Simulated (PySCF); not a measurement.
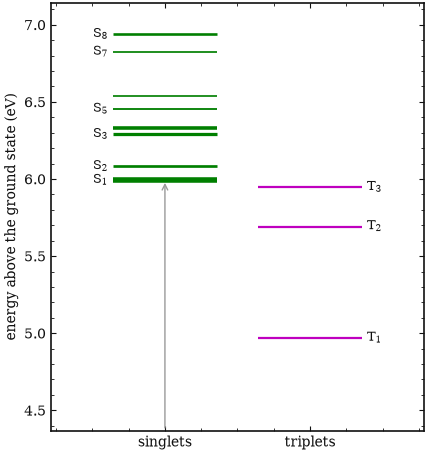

State diagram of C₃H₁₁BS₂Si, SMILES CSB(C)C[SiH2]S. Vertical TDDFT excitations, CAM-B3LYP/def2-SVPD with PySCF, at a GFN2-xTB geometry (no frequency check), gas phase. Triplets in the Tamm-Dancoff approximation; only the lowest 8 singlets and 3 triplets were computed. Thicker singlet lines are brighter; the arrow marks the brightest. S0, at zero, lies below the range drawn.

### What are the energy, strength and character of the state that the arrow marks?

S1 at 5.99 eV (207 nm), f = 0.081, mainly HOMO → LUMO (59 %).

### What is the vertical gap between S1 and T1?

1.02 eV: S1 at 5.99 eV, T1 at 4.97 eV.

### What character does the calculation give T1?

Mainly HOMO−1 → LUMO (76 %).

Note: the tight-binding geometry is rougher than a DFT one and adds to the error; one conformer of a flexible molecule; core orbitals are frozen in the response.
